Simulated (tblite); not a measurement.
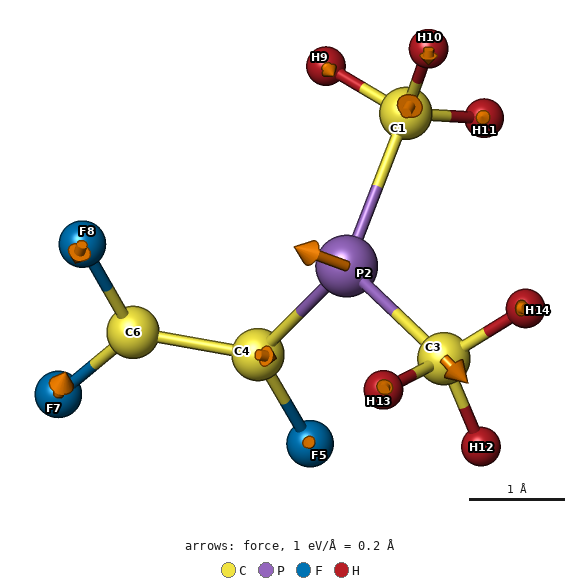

Starting geometry of C₄H₆F₃P with the computed forces as orange arrows. The picture is a ball-and-stick view, seen from a free direction.

The calculation used GFN2-xTB geometry optimisation, gas phase (tblite 0.8.0). 

> Is this structure relaxed? If not, where do the atoms go?

It isn't relaxed: the largest force vector, on P2, is 3.69 eV/Å. The final displacements have little in common with the starting forces (cosine between the two patterns 0.27). The largest move after the best rigid fit is that of H12, 0.83 Å. By element the largest moves are H 0.83 Å, F 0.78 Å, P 0.68 Å, C 0.40 Å. Among the contacts that change: C6–F7 1.367 → 1.325 Å, C1–P2 1.811 → 1.850 Å, P2–C4 1.813 → 1.844 Å, C6–F8 1.354 → 1.325 Å. Among the angles between lasting bonds that change: C1–P2–C3 118.4° → 98.3°, C3–P2–C4 116.3° → 96.2°, C1–P2–C4 115.0° → 96.2°. Over 108 geometry steps the energy falls by 1.841 eV.
